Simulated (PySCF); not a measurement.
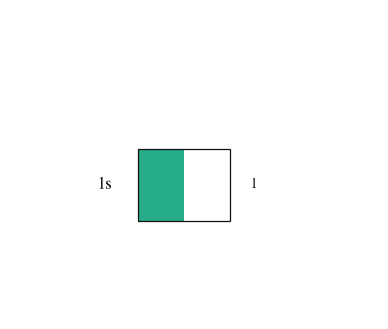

Figure 1. The outer shells of the nominal configuration: a box for each of the 2l + 1 orbitals, shaded by the share of the shell that is filled, with the electron count at the right.

## Atomic calculation for He⁺

System: He⁺, configuration 1s1, multiplicity 2.
Method: unrestricted MN15, jorge-DZP-DKH, spin-free X2C-1e, Gaussian nucleus (PySCF).

The input:
```python
from pyscf import gto, scf, dft, mp, cc
import basis_set_exchange as bse
mol = gto.M(atom="He 0 0 0", charge=1, spin=1, symmetry="D2h",
            basis=gto.basis.parse(bse.get_basis("jorge-DZP-DKH", elements=["He"], fmt="nwchem", header=False)),
            nucmod="G")
mf = dft.UKS(mol, xc="MN15").sfx2c1e()
mf.irrep_nelec = {'Ag': (1, 0)}
mf.kernel()
```

The script is an equivalent of what the driver set up; the driver started from orbitals of its own, so the log can be shorter than this script's would be, and it computed the properties (radii, ⟨L²⟩, response) afterwards. It also set what the script leaves out: ang = 14. It held the occupations shell by shell, which the script's counts by irreducible representation don't always enforce.

Hardware: 1 thread of Arm Neoverse N1, 40 GiB of memory available, shared host.

Launched within a batch (the task file carries these settings):
```bash
OMP_NUM_THREADS=1 python <driver script> TASK.json OUT
```

The program's output (extracts):
```
damping factor = 0
level_shift factor = 0
DIIS = <class 'pyscf.scf.diis.CDIIS'>
diis_start_cycle = 1
diis_space = 10
diis_damp = 0
SCF conv_tol = 1e-09
SCF conv_tol_grad = None
number electrons alpha = 1  beta = 0
XC functionals = MN15
    H. S. Yu, X. He, S. L. Li, and D. G. Truhlar.,  Chem. Sci. 7, 5032-5051 (2016)
    H. S. Yu, X. He, S. L. Li, and D. G. Truhlar.,  Chem. Sci. 7, 5032-5051 (2016)
cycle= 1 E= -1.99694974523313  delta_E= -0.000393  |g|= 0.000365  |ddm|= 0.0272
cycle= 2 E= -1.99694980975628  delta_E= -6.45e-08  |g|= 3.94e-06  |ddm|= 0.000347
cycle= 3 E= -1.99694980976381  delta_E= -7.53e-12  |g|= 1.03e-10  |ddm|= 3.79e-06
converged SCF energy = -1.99694980976381  <S^2> = 0.75  2S+1 = 2
```

Outcome:

- outcome: converged
- total energy: −1.996950 hartree
- ⟨S²⟩: 0.750
- SCF iterations: 3

What is odd here:

The input is odd on purpose: angular grid far too coarse. The program ran to the end. The state is spherical (⟨L²⟩ = 0), so a coarse angular grid should matter little or not at all here.
